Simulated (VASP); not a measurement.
Band structure of Ga (alpha). Level of theory: optB86b-vdW, VASP's PBE PAW potentials (set 64) (plane waves; VASP).

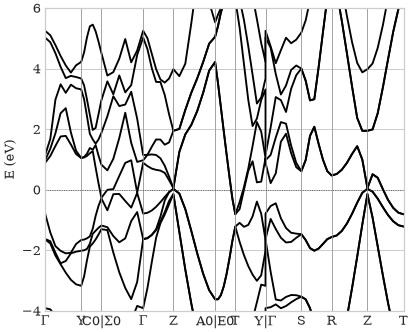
*Bands along high-symmetry lines, zero at the valence-band maximum or, without a gap, the Fermi level*

Question: Read the plot: is there a gap, and where are the band edges?

Answer: It has no gap at this level: it comes out as a metal or semimetal. (Edges off the drawn lines would not show.)

The compound is Ga in the alpha structure. It was relaxed first.
